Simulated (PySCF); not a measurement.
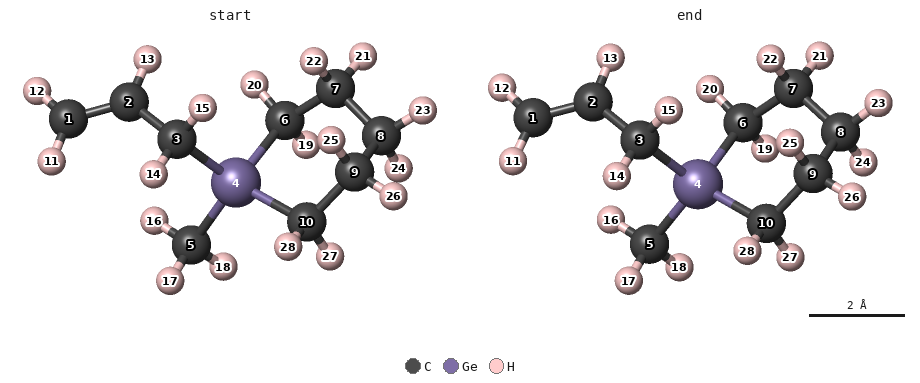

The structure of C9H18Ge before (left) and after (right) a relaxation, at one scale.

A ball-and-stick model, seen face on.

The start comes from GFN2-xTB. Its atoms were then displaced at random by about 0.01 Å.

Computed with PBE0-D3(BJ)/def2-SVP geometry optimisation, gas phase in PySCF. 

Q: Summarise the run.

A: Over 8 geometry steps the energy falls by 0.264 eV. The largest move after the best rigid fit is that of H23, 0.21 Å. Largest moves by element: H 0.21 Å, C 0.10 Å, Ge 0.06 Å. Near-neighbour distances that change, for instance: Ge4–C6 2.018 → 1.962 Å, Ge4–C10 2.011 → 1.963 Å, C1–H12 1.053 → 1.093 Å, Ge4–C5 1.990 → 1.951 Å. Bond angles that change, for instance: H25–C9–H26 108.7° → 105.4°, H21–C7–H22 108.3° → 105.4°, C3–Ge4–C5 111.2° → 108.6°. Cost: 18 min on 1 thread of Intel(R) Xeon(R) Processor @ 2.50GHz (shared host).
